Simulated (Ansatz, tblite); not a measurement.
**The cluster RuO₂: charged states by level of theory**

What does removing or adding an electron cost or gain for the cluster RuO₂? Each charged state is run at several levels.

The runs use Ansatz 0.2.0, Gaussian basis; as each input shows.

The runs, in order: charge +1 doublet, at the geometry of the singlet (PBE0-D4/def2-TZVP, PBE-D4/def2-TZVP, r2SCAN-D4/def2-TZVP, CCSD(T)/def2-TZVPP); charge -1 doublet, at the geometry of the singlet (PBE0-D4/def2-TZVPD, PBE-D4/def2-TZVPD, r2SCAN-D4/def2-TZVPD, CCSD(T)/def2-TZVPD); the starting singlet's energies come from earlier runs.

5 further runs of the same task are left out: 1 that didn't finish, 4 set aside as unsound or not needed. Runs told in other sessions of the task aren't counted.

**1. The structure**

The geometry is that of the singlet, from an earlier relaxation (B3LYP-D4/def2-TZVP). At that level it is the lowest of the isomers that a small search found.

3 atoms, charge 0, spin multiplicity 1.

Atoms are counted from 1 here; the program's logs count them from 0.

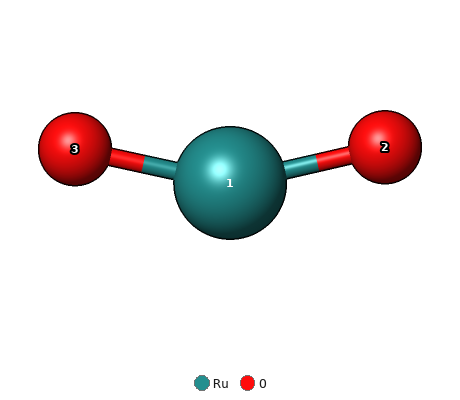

The geometry (ruthenium teal, oxygen red); atoms are numbered from 1 in the order of the file.

Ru takes a core potential in the def2 sets. No spin-orbit coupling is included.

**2. Charge +1 doublet at the fixed geometry, PBE0-D4/def2-TZVP**

in.yaml reads:

```yaml
crystal:
  periodic: [false, false, false]
  atoms:
    - {symbol: Ru, position_ang: [0.013916, 0.135537, -0.202281]}
    - {symbol: O, position_ang: [-1.598902, -0.304544, -0.167037]}
    - {symbol: O, position_ang: [1.584986, 0.169006, 0.369308]}
basis:
  gaussian: {orbitals: def2-TZVP}
total_charge: 1
magnetization: {spin_polarized: true, initial_magnetization: 1}
hamiltonian: {xc: pbe0, dispersion: d4}
output: {orbitals: {seedname: orbitals}}
```

Run with:

```console
$ ansatz run in.yaml --threads 4 --pin off --events-out ev --progress --plain --max-ram 3916MiB
```

Log:

```text
Functional definition: PBE0
  name "PBE0"
  cite "Adamo & Barone, J. Chem. Phys. 110, 6158 (1999) doi:10.1063/1.478522"
  cite "Perdew, Burke & Ernzerhof, Phys. Rev. Lett. 77, 3865 (1996) doi:10.1103/PhysRevLett.77.3865"
  parent pbe
  parameter a = 0.25
  parameter kappa = 0.804
  parameter beta = 0.06672455060314922
  exchange = (1 - a)*pbe_x(kappa = kappa, mu = beta*pi^2/3) + a*exact_x
  correlation = pbe_c(beta = beta)
680 factors; their error is unknown
mean field evaluation 1: about -6643.9453 eV, gradient 7.5e1 eV
mean field evaluation 2: about -6450.0725 eV, gradient 2.1e2 eV
mean field evaluation 4: about -6661.1611 eV, gradient 1.1e1 eV
mean field evaluation 8: about -6661.5511 eV, gradient 2.6e-1 eV
mean field evaluation 16: about -6661.5806 eV, gradient 2.0e-3 eV
mean field evaluation 32: about -6661.5807 eV, gradient 7.3e-3 eV
mean field evaluation 64: about -6661.5600 eV, gradient 2.6e0 eV
mean field -6661.58291518 eV, -244.8086567496 hartree, gradient 2.8e-6 eV, S^2 0.757243; 5 other end points of the search recorded, 0 dependent functions left out
reference -6661.58293931 eV, -244.8086576367 hartree; 16, 15 occupied and 86, 87 virtual orbitals, 680 factors
Total energy: -6661.61850700 eV, -244.8099647250 hartree
```

It took 11 s on 4 threads of Arm Neoverse V2, shared host.

Report: HOMO -16.47 eV, LUMO -12.70 eV (over both spins); ⟨S²⟩ 0.757 (pure: 0.75); the next solution that the search met lies 0.002 eV higher.

**3. Charge +1 doublet at the fixed geometry, PBE-D4/def2-TZVP**

start.molden holds the orbitals of an earlier run on this state, given as this run's starting guess.

in.yaml: that of step 2 with these lines changed.

```diff
@@ -7,6 +7,7 @@
 basis:
-  gaussian: {orbitals: def2-TZVP}
+  gaussian: {orbitals: def2-TZVP, initial_orbitals: start.molden}
 total_charge: 1
 magnetization: {spin_polarized: true, initial_magnetization: 1}
-hamiltonian: {xc: pbe0, dispersion: d4}
+hamiltonian: {xc: pbe, dispersion: d4}
+scf: {omitted_lower_state_checks: [starts]}
 output: {orbitals: {seedname: orbitals}}
```

The command is unchanged.

Log:

```text
Functional definition: PBE
  name "PBE"
  cite "Perdew, Burke & Ernzerhof, Phys. Rev. Lett. 77, 3865 (1996) doi:10.1103/PhysRevLett.77.3865"
  parent pbe
  parameter kappa = 0.804
  parameter beta = 0.06672455060314922
  exchange = pbe_x(kappa = kappa, mu = beta*pi^2/3)
  correlation = pbe_c(beta = beta)
these checks for a lower state are left out or cut short: starts
656 factors; their error is unknown
mean field evaluation 1: about -6664.1927 eV, gradient 5.8e0 eV
mean field evaluation 2: about -6664.3204 eV, gradient 1.8e-1 eV
mean field evaluation 4: about -6664.3193 eV, gradient 3.7e-2 eV
mean field evaluation 8: about -6664.3193 eV, gradient 1.8e-5 eV
mean field evaluation 16: about -6664.3222 eV, gradient 8.3e-3 eV
mean field evaluation 32: about -6664.3237 eV, gradient 3.8e-5 eV
mean field -6664.32369824 eV, -244.9093786693 hartree, gradient 2.6e-6 eV, S^2 0.754588; 1 other end points of the search recorded, 0 dependent functions left out
reference -6664.32373268 eV, -244.9093799353 hartree; 16, 15 occupied and 86, 87 virtual orbitals, 656 factors
Total energy: -6664.36636965 eV, -244.9109468150 hartree
Checks for a lower state left out: starts
```

It took 6.5 s on 4 threads of Arm Neoverse V2, shared host.

HOMO -14.61 eV, LUMO -13.98 eV (over both spins); ⟨S²⟩ 0.755 (pure: 0.75); the next solution that the search met lies 0.004 eV higher.

**4. Charge +1 doublet at the fixed geometry, r2SCAN-D4/def2-TZVP**

in.yaml: that of step 3 with these lines changed.

```diff
@@ -10,3 +10,3 @@
 magnetization: {spin_polarized: true, initial_magnetization: 1}
-hamiltonian: {xc: pbe, dispersion: d4}
+hamiltonian: {xc: r2scan, dispersion: d4}
 scf: {omitted_lower_state_checks: [starts]}
```

Same command.

Log:

```text
Functional definition: r2SCAN
  name "r2SCAN"
  cite "Furness, Kaplan, Ning, Perdew & Sun, J. Phys. Chem. Lett. 11, 8208 (2020) doi:10.1021/acs.jpclett.0c02405"
  cite "Furness, Kaplan, Ning, Perdew & Sun, J. Phys. Chem. Lett. 11, 9248 (2020) doi:10.1021/acs.jpclett.0c03077"
  parent r2scan
  parameter k0 = 0.174
  parameter k1 = 0.065
  parameter a1 = 4.9479
  exchange = r2scan_x(k0 = k0, k1 = k1, a1 = a1)
  correlation = r2scan_c
these checks for a lower state are left out or cut short: starts
656 factors; their error is unknown
mean field evaluation 1: about -6666.1954 eV, gradient 3.4e0 eV
mean field evaluation 2: about -6666.2512 eV, gradient 7.6e-2 eV
mean field evaluation 4: about -6666.2499 eV, gradient 1.9e-3 eV
mean field evaluation 8: about -6666.2499 eV, gradient 2.6e-5 eV
mean field -6666.24991100 eV, -244.9801656828 hartree, gradient 7.4e-6 eV, S^2 0.762666; 0 other end points of the search recorded, 0 dependent functions left out
reference -6666.24991964 eV, -244.9801660002 hartree; 16, 15 occupied and 86, 87 virtual orbitals, 656 factors
Total energy: -6666.25891330 eV, -244.9804965111 hartree
Checks for a lower state left out: starts
```

Wall time 5.5 s (4 threads of Arm Neoverse V2, shared host).

From the report: HOMO -15.01 eV, LUMO -13.58 eV (over both spins); ⟨S²⟩ 0.763 (pure: 0.75).

**5. Charge +1 doublet at the fixed geometry, CCSD(T)/def2-TZVPP**

in.yaml reads:

```yaml
crystal:
  periodic: [false, false, false]
  atoms:
    - {symbol: Ru, position_ang: [0.013916, 0.135537, -0.202281]}
    - {symbol: O, position_ang: [-1.598902, -0.304544, -0.167037]}
    - {symbol: O, position_ang: [1.584986, 0.169006, 0.369308]}
basis:
  gaussian: {orbitals: def2-TZVPP, initial_orbitals: start.molden}
total_charge: 1
magnetization: {spin_polarized: true, initial_magnetization: 1}
correlation: {method: ccsd_t}
scf: {omitted_lower_state_checks: [starts, cluster_reference]}
output: {orbitals: {seedname: orbitals}}
```

Same command.

Log (excerpt; [...] marks lines left out):

```text
Functional definition: HF
  name "HF"
  cite "Fock, Z. Phys. 61, 126 (1930) doi:10.1007/BF01340294"
  parent pbe
[...]
818 factors; integrals over basis functions are off by at most 7.6e-4 eV
[...]
mean field -6625.27330787 eV, -243.4743032926 hartree, gradient 1.7e-6 eV, S^2 2.536400; 1 other end points of the search recorded, 0 dependent functions left out
2 core orbitals not correlated: weight in the atoms' cores, before any rotation towards them, 1.000 or more for the frozen orbitals, at most 0.000 for the correlated occupied ones
reference -6625.27330787 eV, -243.4743032926 hartree; 14, 13 occupied and 102, 103 virtual orbitals, 818 factors
second order -25.23619756 eV of doubles, -0.00000000 eV of singles
cycle   1  -24.07215343 eV  change     1.2e0 eV  update   2.1e-1
[...]
cycle  19  -25.97542065 eV  change   -2.1e-5 eV  update   1.1e-5
perturbative correction -1.55597602 eV, -0.0571810642 hartree
WARN: in the space of 8 natural orbitals, full CI finds another state of this spin 0.364 eV below this run's state, or below the method's energy where it doesn't find this run's state
Total energy: -6652.80470454 eV, -244.4860634588 hartree
Checks for a lower state left out: starts, cluster_reference
```

Wall time 12 s (4 threads of Arm Neoverse V2, shared host); peak memory 0.92 GiB.

From the report: Hartree-Fock HOMO -18.13 eV, LUMO -7.22 eV (over both spins); ⟨S²⟩ 2.536 (pure: 0.75); T1 0.066; the next solution that the search met lies 0.182 eV higher. Doubts: state flagged by the program, large T1 diagnostic, spin contamination.

**6. Vertical ionisation energy**

Charged state less starting state, singlet to doublet; the starting state's energies are those of its earlier runs.

```
              level  vertical ionisation energy (eV)   time
     HF/def2-TZVPP†                            +8.12       
   PBE-D4/def2-TZVP                            +9.94    7 s
r2SCAN-D4/def2-TZVP                            +9.86  6.6 s
  PBE0-D4/def2-TZVP                           +10.25   11 s
    MP2/def2-TZVPP†                           +15.14       
   CCSD/def2-TZVPP†                           +11.61       
CCSD(T)/def2-TZVPP†                           +12.21   15 s
```

Times add the two runs; a level without a time comes out of a correlated run. † marks a level with a doubtful state (flagged, unstable, out of aufbau order, or strongly spin-contaminated); such levels are left out of the summary. CCSD(T)/def2-TZVPP is no safe reference here (large T1 diagnostic, restricted state is unstable towards broken spin symmetry, spin contamination, state flagged by the program).

Beside −ε(HOMO) of the starting state:

```csv
level,−ε(HOMO) (eV),by difference (eV),mismatch (eV)
PBE-D4/def2-TZVP,5.91,9.94,-4.03
r2SCAN-D4/def2-TZVP,6.13,9.86,-3.74
PBE0-D4/def2-TZVP,7.76,10.25,-2.49
```

**7. Charge -1 doublet at the fixed geometry, PBE0-D4/def2-TZVPD**

in.yaml reads:

```yaml
crystal:
  periodic: [false, false, false]
  atoms:
    - {symbol: Ru, position_ang: [0.013916, 0.135537, -0.202281]}
    - {symbol: O, position_ang: [-1.598902, -0.304544, -0.167037]}
    - {symbol: O, position_ang: [1.584986, 0.169006, 0.369308]}
basis:
  gaussian: {orbitals: def2-TZVPD}
total_charge: -1
magnetization: {spin_polarized: true, initial_magnetization: 1}
hamiltonian: {xc: pbe0, dispersion: d4}
output: {orbitals: {seedname: orbitals}}
```

The command is unchanged.

Log:

```text
Functional definition: PBE0
  name "PBE0"
  cite "Adamo & Barone, J. Chem. Phys. 110, 6158 (1999) doi:10.1063/1.478522"
  cite "Perdew, Burke & Ernzerhof, Phys. Rev. Lett. 77, 3865 (1996) doi:10.1103/PhysRevLett.77.3865"
  parent pbe
  parameter a = 0.25
  parameter kappa = 0.804
  parameter beta = 0.06672455060314922
  exchange = (1 - a)*pbe_x(kappa = kappa, mu = beta*pi^2/3) + a*exact_x
  correlation = pbe_c(beta = beta)
746 factors; their error is unknown
mean field evaluation 1: about -6670.6278 eV, gradient 3.2e1 eV
mean field evaluation 2: about -6632.9225 eV, gradient 1.1e2 eV
mean field evaluation 4: about -6674.0880 eV, gradient 7.1e-1 eV
mean field evaluation 8: about -6674.1169 eV, gradient 1.4e-1 eV
mean field evaluation 16: about -6674.1507 eV, gradient 2.4e-3 eV
mean field evaluation 32: about -6673.3056 eV, gradient 5.9e0 eV
mean field -6674.15074490 eV, -245.2705159733 hartree, gradient 3.7e-5 eV, S^2 0.754715; 6 other end points of the search recorded, 0 dependent functions left out
reference -6674.15077380 eV, -245.2705170352 hartree; 17, 16 occupied and 103, 104 virtual orbitals, 746 factors
Total energy: -6674.20561103 eV, -245.2725322663 hartree
```

Run time: 2.6 s. Hardware: 4 threads of Arm Neoverse V2, shared host.

Report: HOMO -0.26 eV, LUMO 2.39 eV (over both spins); ⟨S²⟩ 0.755 (pure: 0.75).

**8. Charge -1 doublet at the fixed geometry, PBE-D4/def2-TZVPD**

in.yaml: that of step 7 with these lines changed.

```diff
@@ -7,6 +7,7 @@
 basis:
-  gaussian: {orbitals: def2-TZVPD}
+  gaussian: {orbitals: def2-TZVPD, initial_orbitals: start.molden}
 total_charge: -1
 magnetization: {spin_polarized: true, initial_magnetization: 1}
-hamiltonian: {xc: pbe0, dispersion: d4}
+hamiltonian: {xc: pbe, dispersion: d4}
+scf: {omitted_lower_state_checks: [starts]}
 output: {orbitals: {seedname: orbitals}}
```

Launched as before.

Log:

```text
Functional definition: PBE
  name "PBE"
  cite "Perdew, Burke & Ernzerhof, Phys. Rev. Lett. 77, 3865 (1996) doi:10.1103/PhysRevLett.77.3865"
  parent pbe
  parameter kappa = 0.804
  parameter beta = 0.06672455060314922
  exchange = pbe_x(kappa = kappa, mu = beta*pi^2/3)
  correlation = pbe_c(beta = beta)
these checks for a lower state are left out or cut short: starts
722 factors; their error is unknown
mean field evaluation 1: about -6676.3354 eV, gradient 5.8e0 eV
mean field evaluation 2: about -6676.4719 eV, gradient 1.6e-1 eV
mean field evaluation 4: about -6676.4722 eV, gradient 6.1e-2 eV
mean field evaluation 8: about -6676.4723 eV, gradient 2.5e-5 eV
mean field -6676.47226392 eV, -245.3558302235 hartree, gradient 1.0e-5 eV, S^2 0.752609; 0 other end points of the search recorded, 0 dependent functions left out
reference -6676.47230047 eV, -245.3558315668 hartree; 17, 16 occupied and 103, 104 virtual orbitals, 722 factors
Total energy: -6676.53782231 eV, -245.3582394499 hartree
Checks for a lower state left out: starts
```

Run time: 1.4 s. Hardware: 4 threads of Arm Neoverse V2, shared host.

Report: HOMO 0.96 eV, LUMO 1.45 eV (over both spins); ⟨S²⟩ 0.753 (pure: 0.75). Doubts: highest occupied level lies above zero.

**9. Charge -1 doublet at the fixed geometry, r2SCAN-D4/def2-TZVPD**

in.yaml: that of step 8 with these lines changed.

```diff
@@ -10,3 +10,3 @@
 magnetization: {spin_polarized: true, initial_magnetization: 1}
-hamiltonian: {xc: pbe, dispersion: d4}
+hamiltonian: {xc: r2scan, dispersion: d4}
 scf: {omitted_lower_state_checks: [starts]}
```

The command is unchanged.

Log:

```text
Functional definition: r2SCAN
  name "r2SCAN"
  cite "Furness, Kaplan, Ning, Perdew & Sun, J. Phys. Chem. Lett. 11, 8208 (2020) doi:10.1021/acs.jpclett.0c02405"
  cite "Furness, Kaplan, Ning, Perdew & Sun, J. Phys. Chem. Lett. 11, 9248 (2020) doi:10.1021/acs.jpclett.0c03077"
  parent r2scan
  parameter k0 = 0.174
  parameter k1 = 0.065
  parameter a1 = 4.9479
  exchange = r2scan_x(k0 = k0, k1 = k1, a1 = a1)
  correlation = r2scan_c
these checks for a lower state are left out or cut short: starts
722 factors; their error is unknown
mean field evaluation 1: about -6678.4133 eV, gradient 3.5e0 eV
mean field evaluation 2: about -6678.4873 eV, gradient 1.9e-1 eV
mean field evaluation 4: about -6678.4981 eV, gradient 1.6e-3 eV
mean field evaluation 8: about -6678.4959 eV, gradient 6.7e-6 eV
mean field -6678.49592048 eV, -245.4301982306 hartree, gradient 1.0e-5 eV, S^2 0.755438; 0 other end points of the search recorded, 0 dependent functions left out
reference -6678.49594667 eV, -245.4301991930 hartree; 17, 16 occupied and 103, 104 virtual orbitals, 722 factors
Total energy: -6678.51008256 eV, -245.4307186772 hartree
Checks for a lower state left out: starts
```

It took 3 s on 4 threads of Arm Neoverse V2, shared host.

HOMO 0.75 eV, LUMO 1.67 eV (over both spins); ⟨S²⟩ 0.755 (pure: 0.75). Doubts: highest occupied level lies above zero.

**10. Charge -1 doublet at the fixed geometry, CCSD(T)/def2-TZVPD**

in.yaml: that of step 9 with these lines changed.

```diff
@@ -10,4 +10,4 @@
 magnetization: {spin_polarized: true, initial_magnetization: 1}
-hamiltonian: {xc: r2scan, dispersion: d4}
-scf: {omitted_lower_state_checks: [starts]}
+correlation: {method: ccsd_t}
+scf: {omitted_lower_state_checks: [starts, cluster_reference]}
 output: {orbitals: {seedname: orbitals}}
```

Same command.

Log (excerpt; [...] marks lines left out):

```text
Functional definition: HF
  name "HF"
  cite "Fock, Z. Phys. 61, 126 (1930) doi:10.1007/BF01340294"
  parent pbe
[...]
877 factors; integrals over basis functions are off by at most 6.8e-4 eV
[...]
mean field -6635.25917332 eV, -243.8412770795 hartree, gradient 5.5e-6 eV, S^2 0.963098; 3 other end points of the search recorded, 0 dependent functions left out
2 core orbitals not correlated: weight in the atoms' cores, before any rotation towards them, 1.000 or more for the frozen orbitals, at most 0.000 for the correlated occupied ones
reference -6635.25917332 eV, -243.8412770795 hartree; 15, 14 occupied and 103, 104 virtual orbitals, 877 factors
second order -28.42840255 eV of doubles, -0.00000000 eV of singles
cycle   1  -24.29443555 eV  change     4.1e0 eV  update   3.0e-1
[...]
cycle  31  -26.47159359 eV  change   -9.8e-6 eV  update   1.9e-5
perturbative correction -1.69662050 eV, -0.0623496534 hartree
Total energy: -6663.42738741 eV, -244.8764398541 hartree
Checks for a lower state left out: starts, cluster_reference
```

It took 26 s on 4 threads of Arm Neoverse V2, shared host; peak memory 1.1 GiB.

Hartree-Fock HOMO -3.08 eV, LUMO 5.02 eV (over both spins); ⟨S²⟩ 0.963 (pure: 0.75); T1 0.050; the next solution that the search met lies 0.008 eV higher. Doubts: large T1 diagnostic, spin contamination.

**11. Vertical electron affinity**

Starting state less charged state (positive: the electron is bound), singlet to doublet; the starting state's energies are those of its earlier runs.

```
               level  vertical electron affinity (eV)   time
      HF/def2-TZVPD†                            +2.07       
   PBE-D4/def2-TZVPD                            +2.18    2 s
r2SCAN-D4/def2-TZVPD                            +2.34  4.3 s
  PBE0-D4/def2-TZVPD                            +2.29  3.4 s
     MP2/def2-TZVPD†                            +1.39       
    CCSD/def2-TZVPD†                            +2.25       
 CCSD(T)/def2-TZVPD†                            +1.99   29 s
```

Times add the two runs; a level without a time comes out of a correlated run. † marks a level with a doubtful state (flagged, unstable, out of aufbau order, or strongly spin-contaminated); such levels are left out of the summary. CCSD(T)/def2-TZVPD is no safe reference here (large T1 diagnostic, restricted state is unstable towards broken spin symmetry, spin contamination).

Beside −ε(LUMO) of the starting state:

```
               level  −ε(LUMO) (eV)  by difference (eV)  mismatch (eV)
   PBE-D4/def2-TZVPD           5.16                2.18          +2.98
r2SCAN-D4/def2-TZVPD           5.07                2.34          +2.73
  PBE0-D4/def2-TZVPD           4.31                2.29          +2.02
```

**12. Results**

| quantity | value |
| --- | --- |
| vertical ionisation energy, functionals in def2-TZVP | 9.86 (r2SCAN-D4) to 10.25 eV (PBE0-D4) |
| vertical electron affinity, functionals in def2-TZVPD | 2.18 (PBE-D4) to 2.34 eV (r2SCAN-D4) |

In words: The vertical ionisation energy spans 9.86 to 10.25 eV over the functionals. −ε(HOMO) misses the level's own difference by -2.49 eV at best (PBE0-D4) and -4.03 eV at worst (PBE-D4). The vertical electron affinity spans 2.18 to 2.34 eV over the functionals. The anion's highest level lies above zero where self-interaction lifts it, so diffuse functions weigh on these values. −ε(LUMO) misses the level's own difference by +2.02 eV at best (PBE0-D4) and +2.98 eV at worst (PBE-D4). The charged states' spins were chosen beforehand and needn't be their lowest.

The anion's highest level is positive in at least one run, so there the basis alone may hold the extra electron.
